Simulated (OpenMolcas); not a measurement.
**Ta²⁺ among point charges: CASSCF levels and susceptibility**

How does a field of 5 point charges split the states of Ta²⁺, and what χT follows?

The numbers are computed with OpenMolcas 26.06 (state-averaged CASSCF, spin-orbit coupling by RASSI with atomic mean-field integrals), except any that are marked as measured or tabulated.

1 further run of the same task is left out (it didn't finish).

**1. What is computed**

| Item | Value |
| --- | --- |
| Species | Ta²⁺ (tantalum, Z = 73, 71 electrons) |
| Basis | ANO-RCC-VDZP [7s6p4d2f1g], 68 functions |
| Scalar Hamiltonian | DKH2, point nucleus |
| Inactive shells | 1s 2s 2p 3s 3p 3d 4s 4p 4d 4f 5s 5p |
| Active space | 3 electrons in 5 orbitals (5d) |
| Some configurations of this space | 5d³ |
| Orbitals | optimised for each spin and parity, averaged over all roots |

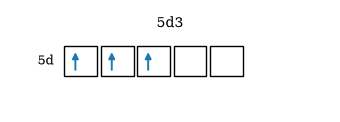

The shells outside the core, filled by Hund's rule for the drawing.

The ion sits among 5 point charges of -2 e arranged as a trigonal bipyramid (D3h), 2.19 Å from the ion, with the axial distance 2.606 Å. The active orbitals were held to one l.

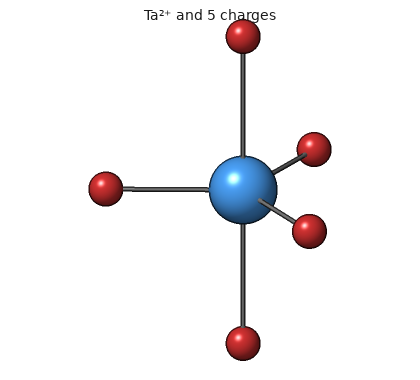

The ion and the point charges (red).

Each step is its own input file, run in one work folder so that later steps find the files of earlier ones. Labels, J, g values, rates, χT and fits are worked out afterwards by a script from the matrices that RASSI stores.

**2. One- and two-electron integrals**

File a.inp:

```
&GATEWAY
Coord
1

Ta 0.0 0.0 0.0
Basis=ANO-RCC-VDZP
Group=NoSym
NoMove
AngMom=0.0 0.0 0.0
AMFI
XField
5 Angstrom 0
2.190000 0.000000 0.000000 -2.000000
-1.095000 1.896596 0.000000 -2.000000
-1.095000 -1.896596 0.000000 -2.000000
0.000000 0.000000 2.606100 -2.000000
0.000000 0.000000 -2.606100 -2.000000
&SEWARD
```

The run is started by

```console
> OMP_NUM_THREADS=1 MOLCAS_MEM=1689 MOLCAS_PROJECT=a pymolcas a.inp > a.log
```

**3. Reference wave functions, quartets, 10 roots**

File a.inp:

```
&RASSCF
FileOrb=start.orb
Symmetry=1
Spin=4
nActEl=3 0 0
Inactive=34
Ras2=5
CIRoot=10 10 1
SDav=10
CIMx=300
Iter=120 100
PrWF=0.3
OrbListing=Nothing
MaxOrb=0
SupSym
1
20 10 11 12 13 14 19 20 21 22 23 35 36 37 38 39 48 49 50 51 52
>>> COPY $Project.JobIph JOB001
```

start.orb holds the contracted functions of the basis, ordered by shell, or the orbitals of the step before.

**4. CASSCF: doublets, 40 roots**

File a.inp:

```
&RASSCF
FileOrb=start.orb
Symmetry=1
Spin=2
nActEl=3 0 0
Inactive=34
Ras2=5
CIRoot=40 40 1
SDav=40
CIMx=300
Iter=120 100
PrWF=0.3
OrbListing=Nothing
MaxOrb=0
SupSym
1
20 10 11 12 13 14 19 20 21 22 23 35 36 37 38 39 48 49 50 51 52
>>> COPY $Project.JobIph JOB002
```

**5. RASSI: spin-orbit coupling between the states**

File a.inp:

```
&RASSI
NrOfJobIphs=2 10 40
1 2 3 4 5 6 7 8 9 10
1 2 3 4 5 6 7 8 9 10 11 12 13 14 15 16 17 18 19 20 21 22 23 24 25 26 27
28 29 30 31 32 33 34 35 36 37 38 39 40
IphNames
JOB001
JOB002
EJob
SpinOrbit
DIPRint=1.0
SOCoupling=1000.0
Subsets=2
Property=9
'ANGMOM' 1 'ANGMOM' 2 'ANGMOM' 3 'MLTPL  1' 1 'MLTPL  1' 2 'MLTPL  1' 3
'AMFI' 1 'AMFI' 2 'AMFI' 3
SOProperty=3
'ANGMOM' 1 'ANGMOM' 2 'ANGMOM' 3
```

**Question.** What will these runs give? Wanted: spin-free ground state; first state of the same spin within the active space; lowest level; next level.

**Answer**, as computed:

```
                                            quantity                              value
                                              method                             CASSCF
                              spin-free ground state     4E, 2-fold in its orbital part
first state of the same spin within the active space                   4A2 at 8820 cm⁻¹
                                        lowest level  2-fold E1/2, g = 0.17, 0.17, 1.82
                                          next level                         831.8 cm⁻¹
                                         χT at 300 K                     0.31 cm³ K/mol
                           effective moment at 300 K                            1.58 μB
```

The spin-free ground state (4E) comes to 100 % from free-ion F terms and keeps the highest spin of the shell. χT at 300 K is 0.31, against 1.88 cm³ K/mol for the spin alone, so spin-orbit coupling lowers it. The field of point charges can differ much from that of real complexes. Point charges carry no covalency, so the field is a model and not that of real ligands.
